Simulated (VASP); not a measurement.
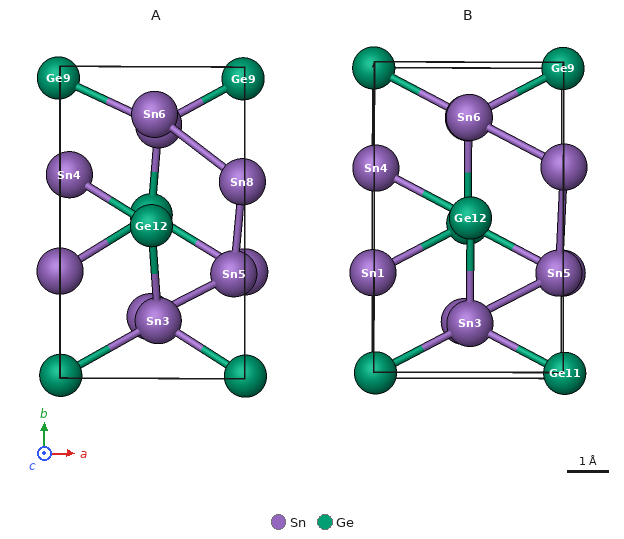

Two geometries of crystalline Sn$_{2}$Ge (a generated structure, set up in P1), drawn at one scale. One is the start of a relaxation, the other its converged end. A ball-and-stick model of the cell of the calculation, reduced to other axes, seen along the c axis. Lengths and directions refer to the drawn axes.

Computed with Kohn-Sham DFT of a periodic cell, PBE, VASP PAW PBE potentials, recommended (VASP 6.6.1). (plane-wave cutoff 520 eV; k-point mesh 3 × 3 × 2; occupations gaussian; smearing width 0.15 eV; no spin polarisation)

Which one is relaxed?

Structure B is the relaxed one. The run lets cell and atoms move. A Sn atom moves most relative to the cell: 0.35 Å roughly along [1 2 1]. By element the largest moves are Sn 0.35 Å, Ge 0.34 Å. Cell: a 4.551 → 4.663 Å (+2.5 %), b 7.683 → 7.647 Å (−0.5 %), c 11.275 → 10.933 Å (−3.0 %), α 90.2° → 88.6°, β 90.5° → 90.0°, γ 90.3° → 90.0°. Volume −1.1 %. Some distances before and after: Sn–Sn 2.376 → 2.840 Å, Ge–Sn 2.344 → 2.724 Å, Sn–Sn 2.459 → 2.834 Å, Ge–Sn 3.092 → 2.724 Å. Among the angles between lasting bonds that change: Sn–Ge–Ge 123.0° → 107.8°, Sn–Sn–Sn 118.7° → 106.4°, Sn–Sn–Sn 98.8° → 110.7°. The space group stays P1 (No. 1). After 45 geometry steps the energy has fallen by 350 meV per atom. Largest force component: 6.1 eV/Å at the start, 0.025 eV/Å at the end. The pressure goes from 3.64 to −0.10 GPa.
